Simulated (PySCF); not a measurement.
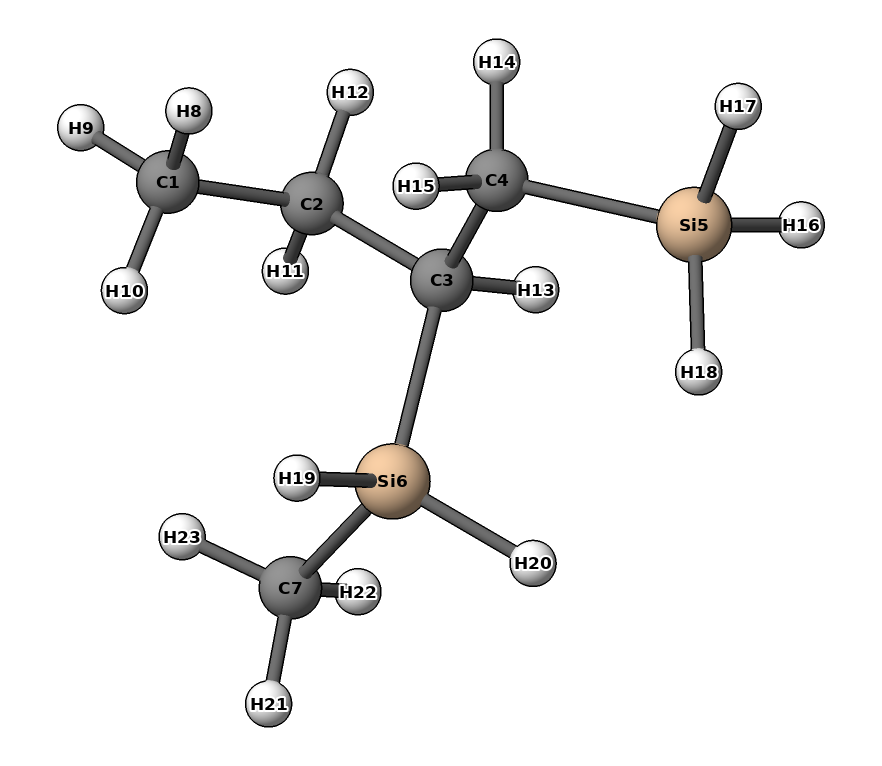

The questions are on isotropic NMR shieldings of the H atoms. Computed geometry: GFN2-xTB optimisation. No frequency run is at hand to confirm it as a minimum. Properties computed with GIAO PBE0/pcSseg-1 NMR shielding, non-relativistic, gas phase (PySCF 2.14.0).

List the isotropic NMR shieldings of the H atoms.

```json
{"atom": "H8", "σ (ppm)": "30.51"}
{"atom": "H9", "σ (ppm)": "30.72"}
{"atom": "H10", "σ (ppm)": "30.98"}
{"atom": "H11", "σ (ppm)": "29.86"}
{"atom": "H12", "σ (ppm)": "30.22"}
{"atom": "H13", "σ (ppm)": "30.56"}
{"atom": "H14", "σ (ppm)": "31.02"}
{"atom": "H15", "σ (ppm)": "30.62"}
{"atom": "H16", "σ (ppm)": "27.99"}
{"atom": "H17", "σ (ppm)": "27.78"}
{"atom": "H18", "σ (ppm)": "27.72"}
{"atom": "H19", "σ (ppm)": "27.66"}
{"atom": "H20", "σ (ppm)": "27.44"}
{"atom": "H21", "σ (ppm)": "31.60"}
{"atom": "H22", "σ (ppm)": "31.72"}
{"atom": "H23", "σ (ppm)": "31.52"}
```

The geometry is semi-empirical. Around Si such bond lengths and angles can be off by a tenth of an ångström or more and by several degrees, and values that hang on the shape move with them.
